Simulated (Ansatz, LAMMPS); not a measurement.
# Squeezing and shearing glassy 32SiO2-46B2O3-11MgO-11CaO (mol %) (137 atoms): runs compared

How stiff is glassy 32SiO2-46B2O3-11MgO-11CaO (mol %) (137 atoms), and how do its levels respond to strain?

Computed with Ansatz 0.2.0: Kohn-Sham DFT, PBE, PAW (set soft_2), plane waves.

**1. The cell as built**

The cell holds 137 atoms: 12 Si, 34 B, 4 Mg, 4 Ca and 83 O. Cell: a = 11.463 Å, b = 11.463 Å, c = 11.463 Å, α = 90.0°, β = 90.0°, γ = 90.0°. 137 atoms (12 Si, 34 B, 4 Mg, 4 Ca, 83 O) placed at random at 2.18 g/cm³, melted at 3000 K for 20 ps at fixed volume with the Buckingham and Coulomb pair potential of Guillot and Sator (Geochim. Cosmochim. Acta 71, 1249 (2007)) with the boron terms of Wang et al. (J. Non-Cryst. Solids 498, 294 (2018)). Quenched from 3000 K to 300 K at 100 K/ps and fixed volume, held 10 ps at zero pressure.

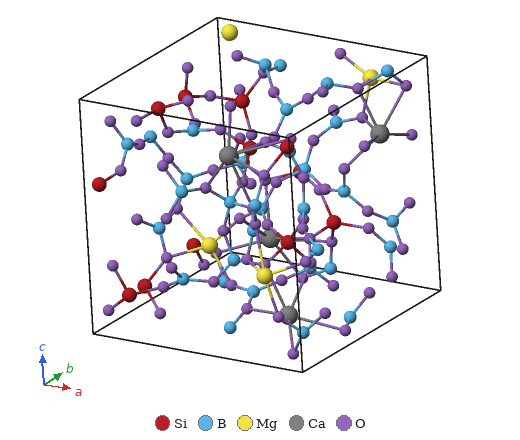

The cell as built. Bonds to atoms that aren't drawn are left out. Some periodic images of atoms are drawn too.

What the set-up can't give: The quench rate of 100 K/ps is many orders above laboratory rates, so the cell is likely richer in defects and strain than a real sample. The starting topology of bonds comes from the classical model, and needn't be the one that DFT or experiment would give. Only the Γ point is sampled.

**2. The reference run**

The reference is a single point at the end of the relaxation.

Every strained cell starts from the geometry of this run, and its atoms are relaxed with the cell held.

Its input, with most atom lines left out:

```yaml
crystal:
  lattice:
    - [11.67418, -0.13692, 0.15958]
    - [-0.13692, 11.48414, 0.01862]
    - [0.15958, 0.01862, 11.79384]
  atoms:
    - { symbol: Si, position: [0.16597, 0.56231, 0.83154] }
    - { symbol: Si, position: [0.14543, 0.0283, 0.1765] }
    - { symbol: Si, position: [0.5372, 0.41492, 0.70849] }
    - { symbol: Si, position: [0.0275, 0.99363, 0.62032] }
    - { symbol: Si, position: [0.39487, 0.94693, 0.4237] }
    - { symbol: Si, position: [0.18597, 0.8184, 0.73001] }
    - { symbol: Si, position: [0.04126, 0.69579, 0.15578] }
    [... atom lines 8 to 137 left out ...]
kpoints:
  mp_grid: { grid: [1, 1, 1] }
hamiltonian:
  xc: pbe
scf:
  occupations: { method: fixed }
output:
  forces: true
  stress: true
  populations: true
  dos:
    method: { smearing: { sigma: 0.15 } }
    de: 0.1
    projected: { site_lists: { B: [B], Ca: [Ca], Mg: [Mg], O: [O], Si: [Si] } }
  eigenvalues: true
  write_density: true
  write_potential: true
  volumetric_format: npy
```

```
free energy per atom   : -548.3596 eV/atom
r.m.s. force component : 0.00437 eV/Å
pressure               : -0.0003499 GPa
```

Filled and empty levels are parted by 4.12 eV (at Γ alone); a semilocal functional tends to put such gaps too low. In a disordered cell it changes from sample to sample, and tail or defect levels can set it.

**3. The runs**

Each row is one run, on 4 threads of Intel Xeon Platinum 8488C (Sapphire Rapids), shared host. The free energy is the program's total, comparable only between runs with the same functional, potentials and atoms.

```
                                 run  atoms    outcome  ionic steps, all passes  free energy (eV)     time  host memory (GiB)
           Single point at the start    137  converged                        -        -75110.276     17 s                2.2
              Cell and atoms relaxed    137  converged                       38        -75125.261  7.2 min                2.3
Single point at the relaxed geometry    137  converged                        -        -75125.261     24 s                2.5
                         Volume -3 %    137  converged                        8        -75124.983  2.1 min                2.4
                         Volume +3 %    137  converged                       11        -75125.016    3 min                2.5
                         Volume -6 %    137  converged                       12        -75124.163  3.2 min                2.4
                         Volume +6 %    137  converged                       12        -75124.321  3.4 min                2.6
                        Volume -10 %    137  converged                       19        -75122.226  4.7 min                2.3
            Stretched by 1 % along x    137  converged                        7        -75125.224  1.7 min                2.5
           Compressed by 1 % along x    137  converged                        9        -75125.217  2.4 min                2.4
                Sheared by 2 % in xy    137  converged                        7        -75125.177  1.9 min                2.4
```

In some runs the program notes that the SCF threshold is loose for the stress.

**4. Pressure against volume**

Atoms are relaxed at each volume, in the scaled cell.

```
volume change (%)  volume (Å³/atom)  energy change (meV/atom)  pressure (GPa)  largest move on relaxing (Å)  bonds  gap (eV)
              -10            10.384                     22.16            6.39                          0.61    209                4.25
               -6            10.845                      8.02            3.80                          0.28    208                4.22
               -3            11.192                      2.04            1.83                          0.13    204                4.17
               +0            11.538                      0.00            0.00                             -    203                4.12
               +3            11.884                      1.79           -1.63                          0.13    203                4.05
               +6            12.230                      6.87           -3.02                          0.30    201                3.97
```

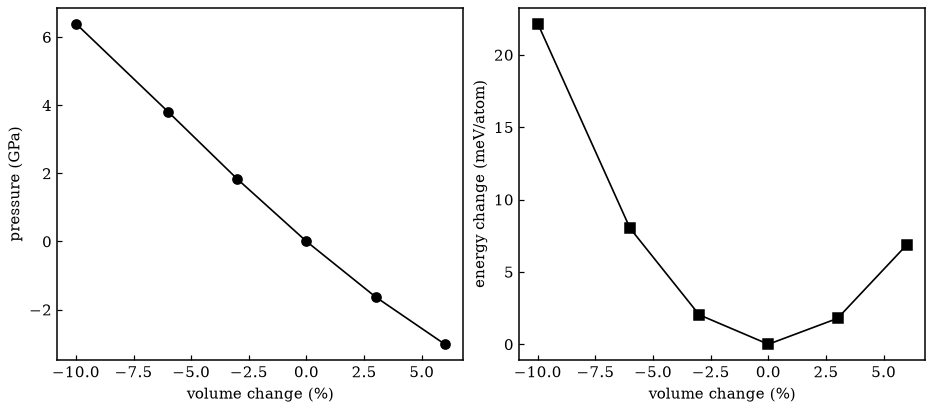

Pressure and energy against volume.

**5. Uniaxial strain and shear**

Stress (GPa, compression positive) less that of the relaxed cell, atoms relaxed:

```
                   strain      xx      yy      zz      xy  energy change (meV/atom)
 stretched by 1 % along x  -0.833  -0.373  -0.319  -0.095                      0.27
compressed by 1 % along x   0.848   0.370   0.358   0.090                      0.32
     sheared by 2 % in xy  -0.181  -0.299  -0.056  -0.828                      0.62
```

**6. What came out**

The bulk modulus, from the slope of pressure against ln V over the three points nearest the relaxed volume, is 57.7 GPa; between neighbouring points the slope runs 60, 63, 60, 55 and 48 GPa from the smallest volume up, without a steady fall, so no pressure derivative is given. The count of bonds runs from 201 to 209 over the series, so at some points contacts cross the cutoffs. At -10 % some atom moved by over 0.5 Å on relaxing, so that point may sit in another local minimum. The gap goes from 4.25 eV at the smallest volume to 3.97 eV at the largest, -1.7 eV per unit of ln V by a straight line, on the run's k-points. In the Cartesian axes of the cell, finite differences give C11 = 84.1, C12 = 37.1, C13 = 33.8 and C66 = 41.4 GPa (the shear of 2 % is the engineering strain, εxy = 0.01). The mean of C11, C12 and C13, which equals the bulk modulus in a cubic or isotropic solid, is 51.7 GPa: it lies 10 % under the bulk modulus from the volumes. For an isotropic solid C66 would equal (C11 − C12)/2 = 23.5 GPa; so small a sample needn't be isotropic, and C66 rests on one shear. The two differ too much for isotropic moduli to be formed.

**Limits.** Strains are finite and relaxations stop at the force tolerance of the input, which can leave moduli too stiff; they are those of a static cell at zero temperature. Volumes are changed with the cell's shape held, so in an anisotropic solid the modulus lies over the one under free hydrostatic load. The program notes that the SCF threshold of the relaxations is loose for the stress.

The DFT runs together took 30 min of wall time.

[Logs are printed without paths, hosts, clocks, repeated set-up lines and the standing remarks that a program may print on its own settings, such as how far it seeks lower states.]

[Hosts, paths, dates, database ids (printed as entryN), source tags and the programs' standing remarks are cut or masked in the printed files.]
